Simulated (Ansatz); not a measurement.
Mg₁₀Si₄Sn

Input

```
crystal:
  lattice:
    - [0.0, 6.4606, 0.0]
    - [3.2303, 3.2303, 6.4606]
    - [6.4606, 3.2303, -3.2303]
  atoms:
    - { symbol: Mg, position: [0.05, 0.3, 0.1] }
    - { symbol: Mg, position: [0.25, 0.5, 0.5] }
    - { symbol: Mg, position: [0.45, 0.7, 0.9] }
    - { symbol: Mg, position: [0.65, 0.9, 0.3] }
    - { symbol: Mg, position: [0.85, 0.1, 0.7] }
    - { symbol: Mg, position: [0.15, 0.9, 0.3] }
    - { symbol: Mg, position: [0.35, 0.1, 0.7] }
    - { symbol: Mg, position: [0.55, 0.3, 0.1] }
    - { symbol: Mg, position: [0.75, 0.5, 0.5] }
    - { symbol: Mg, position: [0.95, 0.7, 0.9] }
    - { symbol: Sn, position: [0.0, 0.0, 0.0] }
    - { symbol: Si, position: [0.2, 0.2, 0.4] }
    - { symbol: Si, position: [0.4, 0.4, 0.8] }
    - { symbol: Si, position: [0.6, 0.6, 0.2] }
    - { symbol: Si, position: [0.8, 0.8, 0.6] }
basis:
  ecutwfc: 420
kpoints:
  mp_grid: { grid: [8, 8, 8] }
hamiltonian:
  xc: pbesol
scf:
  occupations: { method: gaussian, width: 0.01 }
output:
  forces: true
  stress: true
  eigenvalues: true
  write_density: true
  write_potential: true
  elf: true
  volumetric_format: npy
relax:
  adjacent_minimum: "off"
  f_tol: 0.005
  max_steps: 80
  cell: { stress_tol: 0.05 }
```

Launched as:

```sh
ansatz run input.yaml --threads 4 --pin off --max-ram 10240MiB --backend cpu --events-out ev --progress --plain --runs-dir out
```

Below, planes, directions and counts refer to the conventional cell (a = 10.14 Å, b = 10.14 Å, c = 6.41 Å, α = 90.00°, β = 90.00°, γ = 90.00°).

The fields are those of the run's last geometry, not of the input's.

Space group I4/m; a generated structure, not necessarily the stable one.

The calculation used Ansatz 0.2.0, DFT PBEsol, scalar-relativistic, plane waves, PAW.

Core electrons are frozen (PAW), and the valence fields are smoothed inside the atomic spheres.

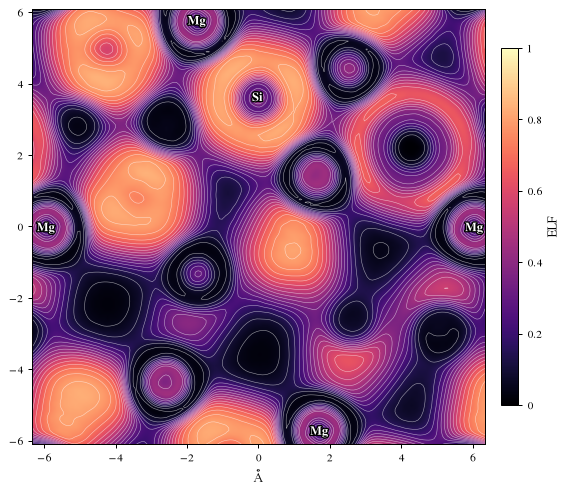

Figure 1. ELF on the (111) plane of the conventional cell.

> What do the fields say about this system?

Atoms in the plane: Mg and Si.
Atoms just off the plane (Mg, 0.3 Å away, Sn, 0.3 Å away and Si, 0.6 Å away) can leave unmarked features too.
Mg–Si (2.74 Å): the ELF peaks at about 0.85 in the valence shell of Si, 1.1 Å from its nucleus, and is about 0.80 at the midpoint.

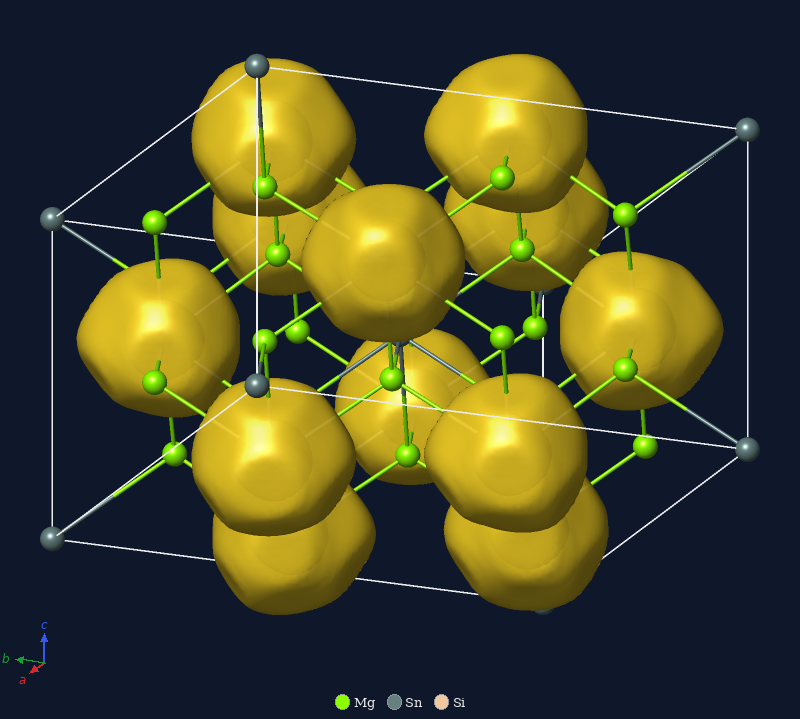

Figure 2. Isosurface of the ELF at 0.7 (yellow), seen at an oblique angle. Core shells and regions of very low density are left out. Sticks mark near contacts.

> Describe the localisation domains.

The surface consists of eight regions wrapped around Si (the valence shell of each), counted in one cell of 30 atoms. Regions shared between cells count once.


 Mg–Sn (2.86 Å): the ELF peaks at about 0.65 in the valence shell of Sn, 1.5 Å from its nucleus, and is about 0.65 at the midpoint.
